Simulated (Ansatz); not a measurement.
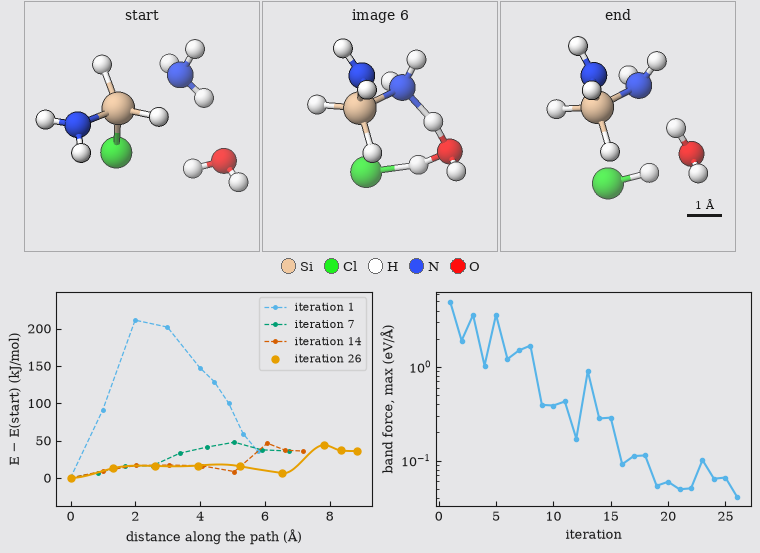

A nudged-elastic-band calculation for SiN2H9OCl. Images are numbered from 0 (start) to 8 (end). The plot follows the band through its iterations. The picture is a ball-and-stick view, seen at a tilt.

All numbers below come from RKS PBE0-D4/def2-mTZVP in Ansatz 0.2.0. Run with 7 movable images; climbing image; force threshold 0.05 eV/Å; iteration limit 60; starting path through a guess of the saddle point.

### Did the band converge, and can the barrier be trusted?

The run is converged, with reservations. The band converged in 26 iterations. The largest component of the band force went from 5 to 0.041 eV/Å. The climbing image converged on the top of the path. Its vibrational analysis gives one imaginary mode (461i cm⁻¹), as a transition state must have. The first iteration put the highest image at 211.2 kJ/mol. Forward barrier 44.0 kJ/mol, backward barrier 8.0 kJ/mol, with image 6 at the top; the reaction energy is +36.0 kJ/mol. The profile has 2 maxima (images 3, 6) with a dip at image 5 (+6.5 kJ/mol), so the process runs in steps.

Cost: 11 min on 4 threads of Arm Neoverse N1 (shared host), peak memory 0.34 GiB.
